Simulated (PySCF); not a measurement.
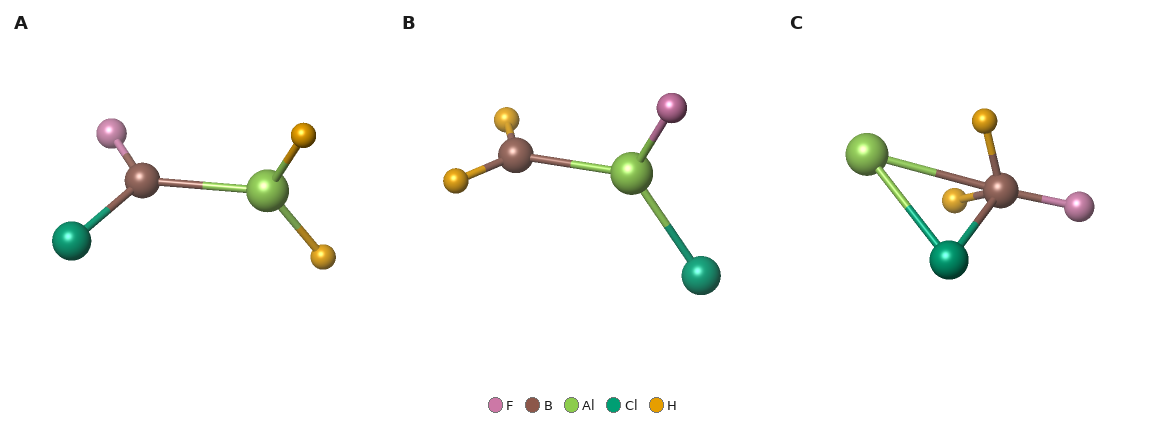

3 stationary structures of one formula. Geometries: PBE0-D4/def2-TZVP. Electronic energies: RHF-CCSD(T) (frozen core)/def2-TZVPP (PySCF 2.14.0), without zero-point energy. No frequency run is at hand to confirm each as a minimum.

Question: Rank them by energy, lowest first.

Answer: B is lowest (Cs); C lies 74.9 kJ/mol above it (Cs), A lies 117.8 kJ/mol above it (Cs).
